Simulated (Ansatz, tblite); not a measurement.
**The cluster Ga2PF3: removing and adding an electron**

Aim: the energy of removing and adding an electron for the cluster Ga2PF3, by energy differences, and how well orbital energies stand in for it.

Program: Ansatz 0.2.0, Gaussian basis. Level of theory: as each input shows. These are calculated values, not measurements.

Levels to be run: charge +1 doublet, at the geometry of the singlet (PBE0-D4/def2-TZVP, PBE-D4/def2-TZVP, BHLYP-D4/def2-TZVP, CCSD(T)/def2-SVP); charge -1 doublet, at the geometry of the singlet (PBE0-D4/def2-TZVPD, PBE-D4/def2-TZVPD, BHLYP-D4/def2-TZVPD); the starting singlet's energies come from earlier runs.

3 further runs of the same task are left out: 3 set aside as unsound or not needed.

## (1) The relaxed structure

The geometry is that of the singlet, from an earlier relaxation (PBE-D4/def2-SVP). At that level it is the lowest of the isomers that a small search found.

6 atoms, charge 0, spin multiplicity 1.

Atoms are counted from 1 here; the program's logs count them from 0.

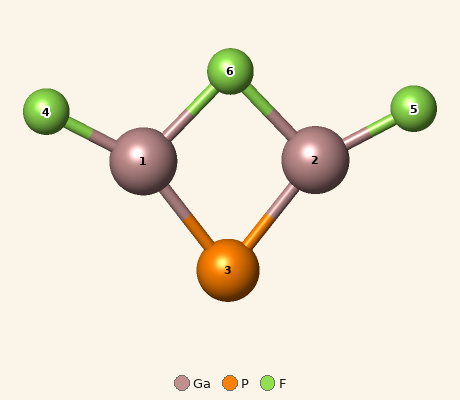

The geometry (gallium pink, phosphorus orange, fluorine green); atoms are numbered from 1 in the order of the file.

## (2) Charge +1 doublet at the fixed geometry, PBE0-D4/def2-TZVP

in.yaml reads:

```yaml
crystal:
  periodic: [false, false, false]
  atoms:
    - {symbol: Ga, position_ang: [-0.136346, -1.373056, -0.102991]}
    - {symbol: Ga, position_ang: [-0.205222, 1.318814, 0.366042]}
    - {symbol: P, position_ang: [-1.559943, -0.249098, 1.201743]}
    - {symbol: F, position_ang: [0.542667, -2.798329, -0.863765]}
    - {symbol: F, position_ang: [0.397007, 2.948626, 0.137374]}
    - {symbol: F, position_ang: [0.961838, 0.153043, -0.738404]}
basis:
  gaussian: {orbitals: def2-TZVP}
total_charge: 1
magnetization: {spin_polarized: true, initial_magnetization: 1}
hamiltonian: {xc: pbe0, dispersion: d4}
scf: {omitted_lower_state_checks: [starts]}
output: {orbitals: {seedname: orbitals}}
```

Command:

```console
> ansatz run in.yaml --threads 4 --pin off --events-out ev --progress --plain --max-ram 4787MiB
```

Output:

```text
Functional definition: PBE0
  name "PBE0"
  cite "Adamo & Barone, J. Chem. Phys. 110, 6158 (1999) doi:10.1063/1.478522"
  cite "Perdew, Burke & Ernzerhof, Phys. Rev. Lett. 77, 3865 (1996) doi:10.1103/PhysRevLett.77.3865"
  parent pbe
  parameter a = 0.25
  parameter kappa = 0.804
  parameter beta = 0.06672455060314922
  exchange = (1 - a)*pbe_x(kappa = kappa, mu = beta*pi^2/3) + a*exact_x
  correlation = pbe_c(beta = beta)
these checks for a lower state are left out or cut short: starts
1576 factors; their error is unknown
mean field evaluation 1: about -122152.0783 eV, gradient 7.7e1 eV
mean field evaluation 2: about -121944.3606 eV, gradient 2.4e2 eV
mean field evaluation 4: about -122167.9826 eV, gradient 2.2e1 eV
mean field evaluation 8: about -122169.4848 eV, gradient 1.3e-1 eV
mean field evaluation 16: about -122169.8984 eV, gradient 4.4e-4 eV
mean field -122169.89839866 eV, -4489.6609564194 hartree, gradient 5.2e-5 eV, S^2 0.755566; 0 other end points of the search recorded, 0 dependent functions left out
reference -122169.89842880 eV, -4489.6609575269 hartree; 52, 51 occupied and 174, 175 virtual orbitals, 1576 factors
Total energy: -122170.06618841 eV, -4489.6671225789 hartree
Checks for a lower state left out: starts
```

Wall time 9.5 s (4 threads of Arm Neoverse V1, shared host); peak memory 1.1 GiB.

Report: HOMO -14.55 eV, LUMO -10.87 eV (over both spins); ⟨S²⟩ 0.756 (pure: 0.75).

## (3) Charge +1 doublet at the fixed geometry, PBE-D4/def2-TZVP

start.molden holds the orbitals of an earlier run on this state, given as this run's starting guess.

Edit in.yaml of step 2 so:

```diff
@@ -10,6 +10,6 @@
 basis:
-  gaussian: {orbitals: def2-TZVP}
+  gaussian: {orbitals: def2-TZVP, initial_orbitals: start.molden}
 total_charge: 1
 magnetization: {spin_polarized: true, initial_magnetization: 1}
-hamiltonian: {xc: pbe0, dispersion: d4}
+hamiltonian: {xc: pbe, dispersion: d4}
 scf: {omitted_lower_state_checks: [starts]}
```

Same command.

Output:

```text
Functional definition: PBE
  name "PBE"
  cite "Perdew, Burke & Ernzerhof, Phys. Rev. Lett. 77, 3865 (1996) doi:10.1103/PhysRevLett.77.3865"
  parent pbe
  parameter kappa = 0.804
  parameter beta = 0.06672455060314922
  exchange = pbe_x(kappa = kappa, mu = beta*pi^2/3)
  correlation = pbe_c(beta = beta)
these checks for a lower state are left out or cut short: starts
1474 factors; their error is unknown
mean field evaluation 1: about -122167.1704 eV, gradient 1.1e1 eV
mean field evaluation 2: about -122167.4413 eV, gradient 3.2e-1 eV
mean field evaluation 4: about -122167.4192 eV, gradient 1.1e-1 eV
mean field evaluation 8: about -122167.4192 eV, gradient 2.5e-5 eV
mean field -122167.41922038 eV, -4489.5698482982 hartree, gradient 2.5e-5 eV, S^2 0.754325; 0 other end points of the search recorded, 0 dependent functions left out
reference -122167.41926128 eV, -4489.5698498011 hartree; 52, 51 occupied and 174, 175 virtual orbitals, 1474 factors
Total energy: -122167.61552851 eV, -4489.5770624886 hartree
Checks for a lower state left out: starts
```

Run time: 5.5 s. Hardware: 4 threads of Arm Neoverse V1, shared host.

HOMO -13.25 eV, LUMO -11.79 eV (over both spins); ⟨S²⟩ 0.754 (pure: 0.75).

## (4) Charge +1 doublet at the fixed geometry, BHLYP-D4/def2-TZVP

Edit in.yaml of step 3 so:

```diff
@@ -13,3 +13,3 @@
 magnetization: {spin_polarized: true, initial_magnetization: 1}
-hamiltonian: {xc: pbe, dispersion: d4}
+hamiltonian: {xc: {name: BHLYP}, dispersion: d4}
 scf: {omitted_lower_state_checks: [starts]}
```

The command is unchanged.

Output:

```text
Functional definition: BHLYP
  name "BHLYP"
  cite "Becke, J. Chem. Phys. 98, 1372 (1993) doi:10.1063/1.464304"
  cite "Becke, Phys. Rev. A 38, 3098 (1988) doi:10.1103/PhysRevA.38.3098"
  cite "Lee, Yang & Parr, Phys. Rev. B 37, 785 (1988) doi:10.1103/PhysRevB.37.785"
  parameter a = 0.5
  exchange = (1 - a)*b88_x + a*exact_x
  correlation = lyp_c
these checks for a lower state are left out or cut short: starts
1748 factors; their error is unknown
mean field evaluation 1: about -122189.3801 eV, gradient 9.4e0 eV
mean field evaluation 2: about -122189.5541 eV, gradient 2.8e-1 eV
mean field evaluation 4: about -122190.4099 eV, gradient 2.5e-1 eV
mean field evaluation 8: about -122190.4100 eV, gradient 1.1e-5 eV
mean field -122190.40998085 eV, -4490.4147431615 hartree, gradient 1.1e-5 eV, S^2 0.755558; 0 other end points of the search recorded, 0 dependent functions left out
reference -122190.41014368 eV, -4490.4147491455 hartree; 52, 51 occupied and 174, 175 virtual orbitals, 1748 factors
Total energy: -122190.73643709 eV, -4490.4267402071 hartree
Checks for a lower state left out: starts
```

Wall time 14 s (4 threads of Arm Neoverse V1, shared host); peak memory 1.1 GiB.

HOMO -15.54 eV, LUMO -9.98 eV (over both spins); ⟨S²⟩ 0.756 (pure: 0.75).

## (5) Charge +1 doublet at the fixed geometry, CCSD(T)/def2-SVP

Edit in.yaml of step 4 so:

```diff
@@ -10,7 +10,7 @@
 basis:
-  gaussian: {orbitals: def2-TZVP, initial_orbitals: start.molden}
+  gaussian: {orbitals: def2-SVP, initial_orbitals: start.molden}
 total_charge: 1
 magnetization: {spin_polarized: true, initial_magnetization: 1}
-hamiltonian: {xc: {name: BHLYP}, dispersion: d4}
-scf: {omitted_lower_state_checks: [starts]}
+correlation: {method: ccsd_t}
+scf: {omitted_lower_state_checks: [starts, cluster_reference]}
 output: {orbitals: {seedname: orbitals}}
```

The command is unchanged.

Output, shortened:

```text
Functional definition: HF
  name "HF"
  cite "Fock, Z. Phys. 61, 126 (1930) doi:10.1007/BF01340294"
  parent pbe
[...]
1174 factors; integrals over basis functions are off by at most 5.4e-4 eV
[...]
mean field -122031.42947219 eV, -4484.5723172294 hartree, gradient 1.2e-6 eV, S^2 0.760079; 0 other end points of the search recorded, 0 dependent functions left out
26 core orbitals not correlated: weight in the atoms' cores, before any rotation towards them, 1.000 or more for the frozen orbitals, at most 0.000 for the correlated occupied ones
reference -122031.42947219 eV, -4484.5723172294 hartree; 26, 25 occupied and 72, 73 virtual orbitals, 1174 factors
second order -28.68228146 eV of doubles, -0.00000000 eV of singles
cycle   1  -27.37934077 eV  change     1.3e0 eV  update   1.7e-1
[...]
cycle  11  -28.46559739 eV  change    4.8e-5 eV  update   2.0e-5
perturbative correction -0.80872197 eV, -0.0297199844 hartree
Total energy: -122060.70379156 eV, -4485.6481286231 hartree
Checks for a lower state left out: starts, cluster_reference
```

It took 69 s on 4 threads of Arm Neoverse V1, shared host; peak memory 1.6 GiB.

Report: Hartree-Fock HOMO -17.50 eV, LUMO -7.24 eV (over both spins); ⟨S²⟩ 0.760 (pure: 0.75); T1 0.017.

## (6) Vertical ionisation energy

Charged state less starting state, singlet to doublet; the starting state's energies are those of its earlier runs.

```
            method  vertical ionisation energy (eV)  from CCSD(T)/def2-SVP (eV)   time
       HF/def2-SVP                             8.04                       -0.75       
  PBE-D4/def2-TZVP                             9.01                       +0.22  8.1 s
 PBE0-D4/def2-TZVP                             9.04                       +0.25   15 s
BHLYP-D4/def2-TZVP                             8.95                       +0.16   22 s
      MP2/def2-SVP                             8.84                       +0.05       
     CCSD/def2-SVP                             8.73                       -0.06       
  CCSD(T)/def2-SVP                             8.79                           0   84 s
```

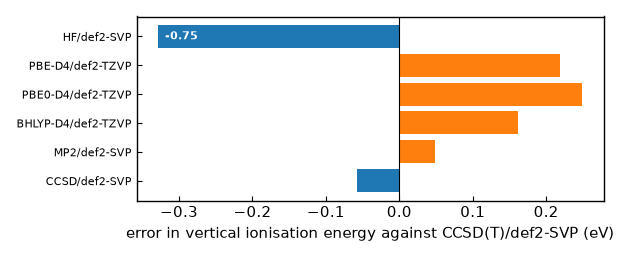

Deviations from CCSD(T)/def2-SVP, method by method. Bars with a number in them are cut short.

Times add the two runs; a level without a time comes out of a correlated run.

Beside −ε(HOMO) of the starting state:

```csv
level,−ε(HOMO) (eV),by difference (eV),mismatch (eV)
PBE-D4/def2-TZVP,6.17,9.01,-2.84
PBE0-D4/def2-TZVP,7.15,9.04,-1.89
BHLYP-D4/def2-TZVP,7.98,8.95,-0.98
```

## (7) Charge -1 doublet at the fixed geometry, PBE0-D4/def2-TZVPD

Edit in.yaml of step 5 so:

```diff
@@ -10,7 +10,7 @@
 basis:
-  gaussian: {orbitals: def2-SVP, initial_orbitals: start.molden}
-total_charge: 1
+  gaussian: {orbitals: def2-TZVPD}
+total_charge: -1
 magnetization: {spin_polarized: true, initial_magnetization: 1}
-correlation: {method: ccsd_t}
-scf: {omitted_lower_state_checks: [starts, cluster_reference]}
+hamiltonian: {xc: pbe0, dispersion: d4}
+scf: {omitted_lower_state_checks: [starts]}
 output: {orbitals: {seedname: orbitals}}
```

The command is unchanged.

Output, shortened:

```text
Functional definition: PBE0
  name "PBE0"
  cite "Adamo & Barone, J. Chem. Phys. 110, 6158 (1999) doi:10.1063/1.478522"
  cite "Perdew, Burke & Ernzerhof, Phys. Rev. Lett. 77, 3865 (1996) doi:10.1103/PhysRevLett.77.3865"
  parent pbe
[...]
1731 factors; their error is unknown
[...]
mean field -122179.93284651 eV, -4490.0297155765 hartree, gradient 1.1e-5 eV, S^2 0.754298; 0 other end points of the search recorded, 0 dependent functions left out
reference -122179.93288754 eV, -4490.0297170839 hartree; 53, 52 occupied and 218, 219 virtual orbitals, 1731 factors
Total energy: -122180.12157974 eV, -4490.0366513946 hartree
Checks for a lower state left out: starts
```

Wall time 28 s (4 threads of Arm Neoverse V1, shared host); peak memory 1.4 GiB.

Report: HOMO 0.55 eV, LUMO 2.13 eV (over both spins); ⟨S²⟩ 0.754 (pure: 0.75). Doubts: highest occupied level lies above zero.

## (8) Charge -1 doublet at the fixed geometry, PBE-D4/def2-TZVPD

Edit in.yaml of step 7 so:

```diff
@@ -10,6 +10,6 @@
 basis:
-  gaussian: {orbitals: def2-TZVPD}
+  gaussian: {orbitals: def2-TZVPD, initial_orbitals: start.molden}
 total_charge: -1
 magnetization: {spin_polarized: true, initial_magnetization: 1}
-hamiltonian: {xc: pbe0, dispersion: d4}
+hamiltonian: {xc: pbe, dispersion: d4}
 scf: {omitted_lower_state_checks: [starts]}
```

The command is unchanged.

Output:

```text
Functional definition: PBE
  name "PBE"
  cite "Perdew, Burke & Ernzerhof, Phys. Rev. Lett. 77, 3865 (1996) doi:10.1103/PhysRevLett.77.3865"
  parent pbe
  parameter kappa = 0.804
  parameter beta = 0.06672455060314922
  exchange = pbe_x(kappa = kappa, mu = beta*pi^2/3)
  correlation = pbe_c(beta = beta)
these checks for a lower state are left out or cut short: starts
1618 factors; their error is unknown
mean field evaluation 1: about -122177.3559 eV, gradient 1.1e1 eV
mean field evaluation 2: about -122177.6071 eV, gradient 3.0e-1 eV
mean field evaluation 4: about -122177.5677 eV, gradient 1.1e-1 eV
mean field evaluation 8: about -122177.5677 eV, gradient 1.1e-5 eV
mean field -122177.56772829 eV, -4489.9427990850 hartree, gradient 1.1e-5 eV, S^2 0.751588; 0 other end points of the search recorded, 0 dependent functions left out
reference -122177.56778205 eV, -4489.9428010603 hartree; 53, 52 occupied and 218, 219 virtual orbitals, 1618 factors
Total energy: -122177.78820358 eV, -4489.9509014024 hartree
Checks for a lower state left out: starts
```

Wall time 9 s (4 threads of Arm Neoverse V1, shared host); peak memory 0.57 GiB.

From the report: HOMO 1.04 eV, LUMO 1.41 eV (over both spins); ⟨S²⟩ 0.752 (pure: 0.75). Doubts: highest occupied level lies above zero.

## (9) Charge -1 doublet at the fixed geometry, BHLYP-D4/def2-TZVPD

Edit in.yaml of step 8 so:

```diff
@@ -13,3 +13,3 @@
 magnetization: {spin_polarized: true, initial_magnetization: 1}
-hamiltonian: {xc: pbe, dispersion: d4}
+hamiltonian: {xc: {name: BHLYP}, dispersion: d4}
 scf: {omitted_lower_state_checks: [starts]}
```

Launched as before.

Output:

```text
Functional definition: BHLYP
  name "BHLYP"
  cite "Becke, J. Chem. Phys. 98, 1372 (1993) doi:10.1063/1.464304"
  cite "Becke, Phys. Rev. A 38, 3098 (1988) doi:10.1103/PhysRevA.38.3098"
  cite "Lee, Yang & Parr, Phys. Rev. B 37, 785 (1988) doi:10.1103/PhysRevB.37.785"
  parameter a = 0.5
  exchange = (1 - a)*b88_x + a*exact_x
  correlation = lyp_c
these checks for a lower state are left out or cut short: starts
1890 factors; their error is unknown
mean field evaluation 1: about -122199.2074 eV, gradient 9.4e0 eV
mean field evaluation 2: about -122199.3720 eV, gradient 2.6e-1 eV
mean field evaluation 4: about -122200.1950 eV, gradient 2.8e-1 eV
mean field evaluation 8: about -122200.1951 eV, gradient 6.7e-6 eV
mean field -122200.19507192 eV, -4490.7743386259 hartree, gradient 6.7e-6 eV, S^2 0.755966; 0 other end points of the search recorded, 0 dependent functions left out
reference -122200.19523382 eV, -4490.7743445756 hartree; 53, 52 occupied and 218, 219 virtual orbitals, 1890 factors
Total energy: -122200.55700182 eV, -4490.7876393042 hartree
Checks for a lower state left out: starts
```

Run time: 27 s. Hardware: 4 threads of Arm Neoverse V1, shared host; peak memory 1.4 GiB.

HOMO 0.13 eV, LUMO 2.63 eV (over both spins); ⟨S²⟩ 0.756 (pure: 0.75). Doubts: highest occupied level lies above zero.

## (10) Vertical electron affinity

Starting state less charged state (positive: the electron is bound), singlet to doublet; the starting state's energies are those of its earlier runs.

```
              level  vertical electron affinity (eV)  time
  PBE-D4/def2-TZVPD                            +1.04  13 s
 PBE0-D4/def2-TZVPD                            +0.91  35 s
BHLYP-D4/def2-TZVPD                            +0.77  36 s
```

Times add the two runs; a level without a time comes out of a correlated run.

Beside −ε(LUMO) of the starting state:

```
              level  −ε(LUMO) (eV)  by difference (eV)  mismatch (eV)
  PBE-D4/def2-TZVPD           3.23                1.04          +2.19
 PBE0-D4/def2-TZVPD           2.40                0.91          +1.49
BHLYP-D4/def2-TZVPD           1.66                0.77          +0.89
```

## (11) Results

| quantity | value |
| --- | --- |
| vertical ionisation energy, functionals in def2-TZVP | 8.95 (BHLYP-D4) to 9.04 eV (PBE0-D4) |
| vertical ionisation energy, CCSD(T)/def2-SVP | 8.79 eV |
| vertical electron affinity, functionals in def2-TZVPD | 0.77 (BHLYP-D4) to 1.04 eV (PBE-D4) |

In words: The vertical ionisation energy spans 8.95 to 9.04 eV over the functionals, beside 8.79 eV from CCSD(T)/def2-SVP. −ε(HOMO) misses the level's own difference by -0.98 eV at best (BHLYP-D4) and -2.84 eV at worst (PBE-D4). The yardstick is in a double-zeta basis, so levels in larger sets aren't compared like for like. The reference is CCSD(T) in one finite basis, so it carries an error of its own, often a tenth of an eV or more, and near misses can't be ranked. The vertical electron affinity spans 0.77 to 1.04 eV over the functionals. The anion's highest level lies above zero where self-interaction lifts it, so diffuse functions weigh on these values. −ε(LUMO) misses the level's own difference by +0.89 eV at best (BHLYP-D4) and +2.19 eV at worst (PBE-D4).

The anion's highest level is positive in at least one run, so there the basis alone may hold the extra electron.
